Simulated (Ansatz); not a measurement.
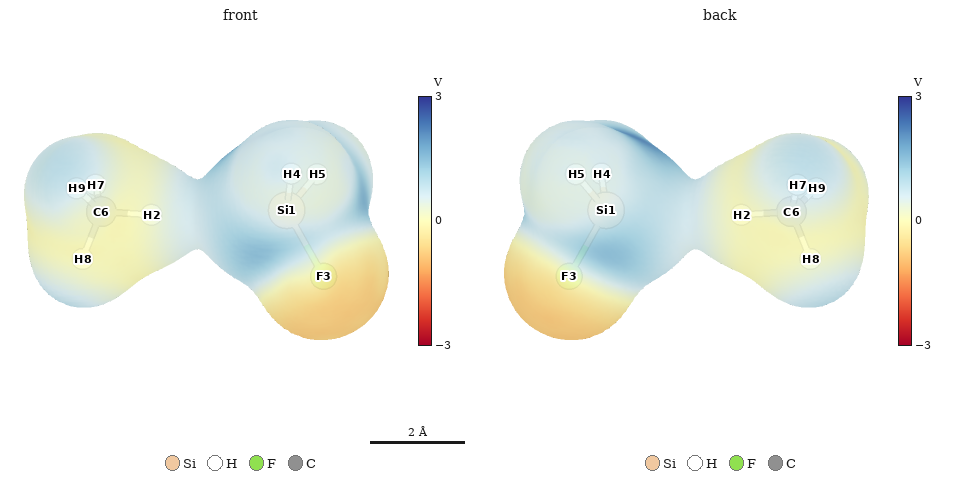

*FH2Si···CH4 (doublet). The molecular electrostatic potential painted on the density surface at 0.004 e/bohr³, seen from the front and from behind; the colour scale runs from red (negative) to blue (positive).*

Level of theory: UKS PBE-D4/6-31G* (Ansatz).

```tsv
atom	x (Å)	y (Å)	z (Å)
Si	0.0766	0.0000	-0.5529
H	0.0838	0.0003	2.4224
F	1.5150	0.0001	-1.3233
H	-0.6926	1.2333	-0.9603
H	-0.6924	-1.2336	-0.9603
C	-0.0174	0.0000	3.5210
H	-0.6085	-0.8737	3.8343
H	0.9833	-0.0493	3.9764
H	-0.5236	0.9227	3.8424
```

Where is the surface potential most negative and most positive?

Answer. The most negative region (about −0.8 V) lies over F3, the most positive (about +2.0 V) over Si1.
